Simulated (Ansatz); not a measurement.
# BaSrTi2O6 (perovskite [001] superlattice) (P4mm): a band-gap study from PBEsol to G0W0 at the band limit, part 2 of 2

The study climbs from cheap functionals to G0W0 on BaSrTi2O6 (perovskite [001] superlattice) (P4mm) and then asks what each convergence step is worth.

Ansatz 0.2.0; density functionals, hybrids, G0W0, plane waves, PAW. Known limits of the many-body steps: not at the basis limit; no spin-orbit coupling.

So far. Step 3 (PBEsol bands): The gap is indirect, with the least direct gap 0.38 eV higher. Step 4 (PBEsol+SOC): The gap is that of PBEsol.

The structure was built from a prototype and need not be the compound's stable phase.

## 5. HSE06

HSE06 mixes in a quarter of exact exchange at short range. Exchange couples all pairs of k points, which makes a full band path dear, so levels are read on the mesh and at chosen points.

This step: DFT, HSE06, plane waves, PAW; PAW set soft_1.

input.yaml

```yaml
crystal:
  lattice:
    - [3.9242187103, 0.0, 0.0]
    - [0.0, 3.9242187103, 0.0]
    - [0.0, 0.0, 7.9315891153]
  atoms:
    - { symbol: Sr, position: [0.0, 0.0, 0.1282431578] }
    - { symbol: O, position: [0.5, 0.5, 0.1181215293] }
    - { symbol: Ti, position: [0.5, 0.5, 0.3763421795] }
    - { symbol: O, position: [0.5, 0.0, 0.3600198358] }
    - { symbol: O, position: [0.0, 0.5, 0.3600198358] }
    - { symbol: Ba, position: [0.0, 0.0, 0.6260799679] }
    - { symbol: O, position: [0.5, 0.5, 0.6139620411] }
    - { symbol: Ti, position: [0.5, 0.5, 0.886394246] }
    - { symbol: O, position: [0.5, 0.0, 0.8753886348] }
    - { symbol: O, position: [0.0, 0.5, 0.8753886348] }
kpoints:
  mp_grid: { grid: [4, 4, 2] }
  band_path:
    path:
      - [0.0, 0.0, 0.0]
      - [0.0, 0.5, 0.0]
      - [0.5, 0.5, 0.0]
      - [0.0, 0.0, 0.5]
      - [0.0, 0.5, 0.5]
      - [0.5, 0.5, 0.5]
    npoints: 1
hamiltonian:
  xc: hse06
  pseudopotentials: { kind: paw, azcp: { folder: soft_1 } }
scf:
  occupations: { method: fixed }
  n_extra_bands: 7
output:
  eigenvalues: true
```

Run with:

```sh
$ ansatz run input.yaml --threads 3 --pin off --max-ram 92160MiB --backend cuda --events-out ev --progress --plain --runs-dir out --devices 1 --max-vram 13GiB
```

Numbers of over 12 decimals in the logs are rounded to 6 here.

What it wrote:

```text
[...]
GPUs: using 1 of 1 available (devices: 1).
[...]
davidson cushion auto → on  (no smearing: the cushion is to keep the highest requested band from converging to the state above it; pin scf.eigensolver.cushion to override)
[...]
GPU FFT provider: cuFFT
GPU libraries: cuBLAS 13.8.2, cuFFT 12.4.0, cuSOLVER 12.3.4
Crystal: 10 atoms, lattice volume = 122.142 Å³
Basis set: ecut = 420 eV, 2403 PW (Γ)
[...]
Fermi energy:    9.324136 eV
[...]
--- Band table (eV; the first three rows and the last of 12) ---
  k-point 0: bands = [... 36 lower, 8.5699, 8.8760, 8.9409, 8.9409, 12.6759, 12.8432, 12.8924, 12.8924, ... 3 higher]
  k-point 1: bands = [... 36 lower, 8.7065, 8.7065, 8.7709, 8.7709, 12.7427, 12.7724, 13.7812, 13.7812, ... 3 higher]
  k-point 2: bands = [... 36 lower, 7.9709, 8.5448, 8.6151, 8.6489, 12.9615, 13.7579, 13.7638, 13.8461, ... 3 higher]
  k-point 11: bands = [... 36 lower, 8.6991, 8.6991, 9.2725, 9.3054, 15.0573, 15.0573, 15.0991, 15.0991, ... 3 higher]
[key lines of the parts left out:]
Free energy (F): -17919.839841 eV
```

The job ended after 19 s (1 × NVIDIA H100 80GB HBM3 (shared by 6 runs) with 3 threads of AMD EPYC 7R13 (Zen 3), shared host; peak memory 1.4 GiB).

Numbers from this step:

- gap: 3.352 eV
- valence top at: M
- conduction bottom at: Γ
- least direct gap: 3.735 eV

The gap stands +1.50 eV against PBEsol.

## 6. G0W0, 6×6×4 mesh, 104 empty bands, screening to 52 eV, PAW set soft_1 files

G0W0 replaces the xc potential by the self-energy, built once from these orbitals. Only a window of levels is corrected, while the sums run over the empty bands that the input names. This step takes PAW set soft_1 files.

This step: G0W0 on PBEsol, plane waves, PAW; PAW set soft_1.

Changes to input.yaml since step 5:

```diff
@@ -17,19 +17,13 @@
 kpoints:
-  mp_grid: { grid: [4, 4, 2] }
-  band_path:
-    path:
-      - [0.0, 0.0, 0.0]
-      - [0.0, 0.5, 0.0]
-      - [0.5, 0.5, 0.0]
-      - [0.0, 0.0, 0.5]
-      - [0.0, 0.5, 0.5]
-      - [0.5, 0.5, 0.5]
-    npoints: 1
+  mp_grid: { grid: [6, 6, 4] }
 hamiltonian:
-  xc: hse06
-  pseudopotentials: { kind: paw, azcp: { folder: soft_1 } }
+  xc: pbesol
+  pseudopotentials: { kind: paw, azcp: { folder: soft_1 }, xc_functional: pbe }
 scf:
   occupations: { method: fixed }
-  n_extra_bands: 7
-output:
-  eigenvalues: true
+gw:
+  n_empty_bands: 104
+  ecut_chi: 52
+  qp_bands: [v3, c3]
+  qp_kpoints: band_edges
+  screening: { model: contour_deformation }
```

What it wrote:

```text
GPUs: using 1 of 1 available (devices: 1).
[...]
GPU FFT provider: cuFFT
GPU libraries: cuBLAS 13.8.2, cuFFT 12.4.0, cuSOLVER 12.3.4
Crystal: 10 atoms, lattice volume = 122.142 Å³
Basis set: ecut = 420 eV, 2403 PW (Γ)
Bands: 50, of which v1, the nominal top of the filled ones, is band 40 counted from 1 (39 counted from 0)
Symmetry: 8 space group operations
[...]
k-points: 30 of 144 (time reversal used)
[...]
29    39     10.1513   -25.8117     5.0781   -20.7219  0.7325    10.1397    10.1397  root
    29    40     10.1890   -25.8719     5.0835   -20.7760  0.7327    10.1766    10.1766  root
    29    41     14.2627   -14.6702    -6.7265   -23.2881  0.7008    16.2979    16.1542  root ?
    29    42     14.2627   -14.6702    -6.7265   -23.2881  0.7008    16.2979    16.1542  root ?
    29    43     14.3029   -14.5852    -6.8022   -23.2729  0.6988    16.3354    16.1884  root ?
[key lines of the parts left out:]
SCF converged after 11 iterations
Free energy (F): -17684.902248 eV
Fermi energy:    10.205847 eV
```

Run time: 40 s. Hardware: 1 × NVIDIA H100 80GB HBM3 (shared by 6 runs) with 3 threads; peak memory 1.4 GiB.

This step gave:

| Property | Result |
| --- | --- |
| bands summed | 144 |
| RPA ε∞ on this mesh (eigenvalues) | 5.827, 6.257, 6.257 |
| plane waves in the screening matrix | 117 |
| G0W0 gap on the mesh | 3.713 eV |
| k of the valence top | -0.5, -0.5, 0 |
| k of the conduction bottom | 0, 0, 0 |
| starting gap on the mesh | 1.856 eV |
| least direct G0W0 gap on the computed points | 4.033 eV |

The gap on the mesh goes from 1.86 eV to 3.71 eV, a correction of +1.86 eV. Between the two edge states, bare exchange in place of the xc potential would open the gap by 12.77 eV, and correlation takes back 10.91 eV.

## 7. G0W0, 6×6×4 mesh, 411 empty bands, screening to 130 eV, PAW set soft_1 files

Another rung: the empty bands reach about as high as the screening cutoff, so the two stay in balance.

Changes to input.yaml since step 6:

```diff
@@ -24,4 +24,4 @@
 gw:
-  n_empty_bands: 104
-  ecut_chi: 52
+  n_empty_bands: 411
+  ecut_chi: 130.0
   qp_bands: [v3, c3]
```

What it wrote:

```text
GPUs: using 1 of 1 available (devices: 1).
[...]
GPU FFT provider: cuFFT
GPU libraries: cuBLAS 13.8.2, cuFFT 12.4.0, cuSOLVER 12.3.4
Crystal: 10 atoms, lattice volume = 122.142 Å³
Basis set: ecut = 420 eV, 2403 PW (Γ)
Bands: 50, of which v1, the nominal top of the filled ones, is band 40 counted from 1 (39 counted from 0)
Symmetry: 8 space group operations
[...]
k-points: 30 of 144 (time reversal used)
[...]
GPU buffer pool allocated for 39366 grid points (all kernels)
[...]
SCF iter   1: F=—  HF=-17685.721224 eV  |F-HF|=—  |Δ(HF+E_count)|=         —  Δρ=5.49e-2  dr2=4.18e0  ethr=3.10e-3  ⟨swp⟩=4.8  Hψ=5561  notcnv=0  defer=175
[...]
SCF iter  11: F=-17684.902248 eV  HF=-17684.902248 eV  |F-HF|=2.60e-9  |Δ(HF+E_count)|=   2.19e-8  Δρ=4.03e-6  dr2=1.67e-8  ethr=1.25e-10  ⟨swp⟩=13.7  Hψ=6685  notcnv=0
SCF 1 converged in 11 iterations: F = -17684.902248 eV  dr2 = 1.67e-8
[...]
G₀W₀ screening: q 1/30
[... further progress lines ...]
SCF converged after 11 iterations
Free energy (F): -17684.902248 eV
[...]
Internal energy: -17684.902248 eV  (E = F + TS)
E sigma→0 (E₀):  -17684.902248 eV
Fermi energy:    10.205847 eV
[...]
--- Band table (eV; the first three rows and the last of 30) ---
  k-point 0: bands = [... 36 lower, 9.5034, 9.7843, 9.8209, 9.8209, 12.0618, 12.2173, 12.2972, 12.2972, ... 6 higher]
  k-point 1: bands = [... 36 lower, 9.5417, 9.5417, 9.7679, 9.7679, 12.0821, 12.1952, 12.5795, 12.5795, ... 6 higher]
  k-point 2: bands = [... 36 lower, 9.6196, 9.6196, 9.6756, 9.6756, 12.1190, 12.1566, 13.1302, 13.1302, ... 6 higher]
  k-point 29: bands = [... 36 lower, 9.6040, 9.6040, 10.1513, 10.1890, 14.2627, 14.2627, 14.3029, 14.3029, ... 6 higher]
[...]
bands read: the sum over 451 bands ends inside a degenerate multiplet in 2 slots, whose members it reads at an even weight; the widest, k=2: bands 451 to 452 (counted from 1) at 1/2 each
[...]
0    38      9.7843   -26.1108     4.3883   -21.3695  0.7307     9.4291     9.4314  root
     0    39      9.8209   -25.7406     4.2308   -21.1678  0.7310     9.4768     9.4789  root
     0    40      9.8209   -25.7406     4.2308   -21.1678  0.7310     9.4768     9.4789  root
     0    41     12.0618   -12.5921    -6.3965   -20.2746  0.7440    13.3788    13.3479  root
     0    42     12.2173   -12.8882    -6.6096   -20.8233  0.7379    13.5778    13.5428  root
     0    43     12.2972   -13.1008    -6.0571   -20.4205  0.7424    13.5894    13.5597  root
     1    38      9.5417   -25.8683     4.5058   -20.9755  0.7283     9.1519     9.1547  root
     1    39      9.7679   -25.7731     4.2955   -21.1261  0.7302     9.4141     9.4164  root
     1    40      9.7679   -25.7731     4.2955   -21.1261  0.7302     9.4141     9.4164  root
     1    41     12.0821   -12.6295    -6.4268   -20.3481  0.7432    13.4055    13.3740  root
     1    42     12.1952   -12.8422    -6.5744   -20.7356  0.7388    13.5485    13.5141  root
     1    43     12.5795   -13.5072    -6.0890   -20.8603  0.7361    13.8752    13.8436  root
     2    38      9.6196   -25.8649     4.4310   -21.0616  0.7289     9.2447     9.2473  root
     2    39      9.6756   -25.7858     4.3939   -21.0238  0.7292     9.3050     9.3076  root
     2    40      9.6756   -25.7858     4.3939   -21.0238  0.7292     9.3050     9.3076  root
     2    41     12.1190   -12.7027    -6.4939   -20.5017  0.7415    13.4568    13.4241  root
     2    42     12.1566   -12.7605    -6.5024   -20.5679  0.7406    13.4946    13.4616  root
     2    43     13.1302   -14.1265    -6.3806   -21.8018  0.7220    14.4645    14.4249  root
     3    38      9.2288   -25.1356     4.4704   -20.2746  0.7206     8.8348     8.8382  root
     3    39      9.5968   -25.4226     4.0643   -21.0311  0.7306     9.2677     9.2696  root
     3    40      9.7020   -25.9557     4.3723   -21.2276  0.7304     9.3439     9.3462  root
     3    41     12.3231   -13.1506    -6.1065   -20.5270  0.7414    13.6234    13.5930  root
     3    42     12.6308   -13.5938    -6.2714   -21.1277  0.7314    13.9266    13.8933  root
     3    43     12.6851   -13.5797    -6.2156   -21.0766  0.7337    14.0000    13.9664  root
[...]
28    42     14.0861   -14.7334    -7.1415   -23.1914  0.6947    15.4606    15.4026  root
    28    43     14.4604   -13.7196    -7.9429   -22.9750  0.6834    15.8380    15.7729  root
    29    38      9.6040   -25.2596     4.6480   -20.1954  0.7216     9.1840     9.1877  root
    29    39     10.1513   -25.8117     4.7185   -20.7219  0.7214     9.7773     9.7800  root
    29    40     10.1890   -25.8719     4.7239   -20.7760  0.7214     9.8143     9.8170  root
    29    41     14.2627   -14.6702    -7.3009   -23.2881  0.6908    15.6399    15.5797  root
    29    42     14.2627   -14.6702    -7.3009   -23.2881  0.6908    15.6399    15.5797  root
    29    43     14.3029   -14.5852    -7.3719   -23.2729  0.6887    15.6806    15.6187  root
```

It took 2.6 min on 1 × NVIDIA H100 80GB HBM3 (shared by 6 runs) with 3 threads; peak memory 2.8 GiB.

Numbers from this step:

| Quantity | Value |
| --- | --- |
| bands summed | 451 |
| RPA ε∞ on this mesh (eigenvalues) | 5.732, 6.160, 6.160 |
| plane waves in the screening matrix | 419 |
| q-points in the mesh | 144 |
| G0W0 gap on the mesh | 3.508 eV |
| k of the valence top | -0.5, -0.5, 0 |
| k of the conduction bottom | 0, 0, 0 |
| starting gap on the mesh | 1.856 eV |
| Z at the valence top | 0.7216 |
| Z at the conduction bottom | 0.7440 |
| least direct G0W0 gap on the computed points | 3.869 eV |

Against the run with 6×6×4 mesh, 104 empty bands, screening to 52 eV, PAW set soft_1 files, the gap moves by −0.20 eV.

Limits: finite bands, cutoff and mesh; no spin-orbit coupling. v1 is the top filled band, c1 the lowest empty one. The levels before and after the correction (eV, zero at the valence-band top of each column):

```csv
,conduction bottom,valence top
Kohn-Sham,1.86,0.00
G0W0,3.51,0.00
```

```csv
,level,occupation,energy (eV)
Kohn-Sham,Γ v3,2,-0.422
Kohn-Sham,Γ v2-v1,2,-0.385
Kohn-Sham,Γ c1,0,1.856
Kohn-Sham,Γ c2,0,2.011
Kohn-Sham,Γ c3,0,2.091
Kohn-Sham,(-0.5 -0.5 0) v3,2,-0.113
Kohn-Sham,(-0.5 -0.5 0) v2,2,-0.071
Kohn-Sham,(-0.5 -0.5 0) v1,2,0.000
Kohn-Sham,(-0.5 -0.5 0) c1-c2,0,3.805
Kohn-Sham,(-0.5 -0.5 0) c3,0,4.225
G0W0,Γ v3,2,-0.409
G0W0,Γ v2-v1,2,-0.361
G0W0,Γ c1,0,3.508
G0W0,Γ c2,0,3.703
G0W0,Γ c3,0,3.720
G0W0,(-0.5 -0.5 0) v3,2,-0.125
G0W0,(-0.5 -0.5 0) v2,2,-0.082
G0W0,(-0.5 -0.5 0) v1,2,0.000
G0W0,(-0.5 -0.5 0) c1-c2,0,5.488
G0W0,(-0.5 -0.5 0) c3,0,5.904
```

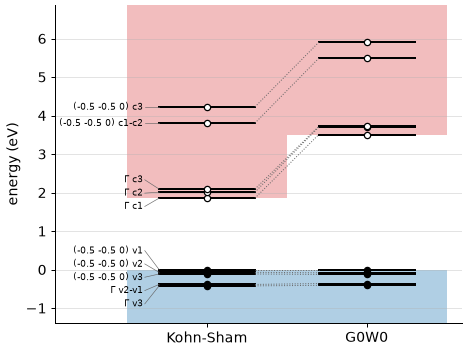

Levels before and after the correction. Shaded: valence and conduction bands. Filled marks are occupied levels, open marks empty ones.

How the two edges are built up, in eV (the quasiparticle level is the starting level plus Σx plus Σc less Vxc):

```csv
run,edge,start,Σx,Σc,Vxc,Z,QP
144 bands,valence top,10.21,-25.92,5.08,-20.83,0.73,10.20
144 bands,conduction bottom,12.06,-12.59,-5.83,-20.27,0.75,13.91
451 bands,valence top,10.21,-25.92,4.72,-20.83,0.72,9.84
451 bands,conduction bottom,12.06,-12.59,-6.40,-20.27,0.74,13.35
```

## 8. The ladder

Times are wall times on 1 × NVIDIA H100 80GB HBM3 (shared by 6 runs) with 3 threads of AMD EPYC 7R13 (Zen 3), shared host, good to a factor of about two. G0W0 rows are gaps on the mesh, lowered by the amount that the mesh misses the start's edges, a rough step that assumes the same correction there.

```csv
level,gap (eV),least direct gap (eV),time
PBEsol,1.86,2.24,15 s
PBEsol+SOC,1.86,2.21,11 s
HSE06,3.35,3.73,19 s
G0W0@PBEsol (104 empty bands),3.71,-,40 s
G0W0@PBEsol (411 empty bands),3.51,-,2.6 min
```

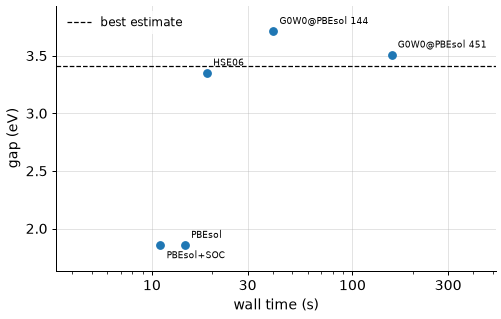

Result against wall time.

## 9. Adding up the best estimate

```csv
term,eV,running total (eV)
"G0W0 on the mesh, top rung",3.508,3.508
"to the limit, by a line in one over the bands through the two top rungs",−0.096,3.412
"spin-orbit change, from PBEsol",−0.001,3.411
```

## 10. Results

```json
{
 "PBEsol gap": "1.86 eV, indirect",
 "HSE06": "3.35 eV",
 "G0W0, top rung on the mesh": "3.51 eV",
 "best estimate, G0W0@PBEsol with spin-orbit change": "3.41 eV",
 "GW settings of the top rung": "6×6×4 mesh, 411 empty bands, screening to 130 eV, PAW set soft_1 files",
 "known limits": "one-shot GW, static lattice; one k mesh, untested"
}
```

What this shows: The best estimate for G0W0@PBEsol is 3.41 eV, indirect by PBEsol+SOC, against 1.86 eV at the start (both with spin-orbit coupling). The limit rests on the two highest rungs, unchecked by another pair. Among the functionals HSE06 comes nearest: −0.06 eV from the estimate. All runs took 5.7 min, 58 % of it in G0W0.

[Paths, hosts, dates, memory and timing lines, banners, echoed tables and standing remarks are left out of the program output.]

[Logs are printed without paths, hosts, clocks, repeated set-up lines and the standing remarks that a program may print on its own settings, such as how far it seeks lower states.]

[Runs of the session that timed out or met a known fault of the program may be left out.]

[Cells called generated may have been cut or substituted from an entry of the Crystallography Open Database or the Materials Project.]

[Hosts, paths, dates, database ids (printed as entryN), source tags and the programs' standing remarks are cut or masked in the printed files.]
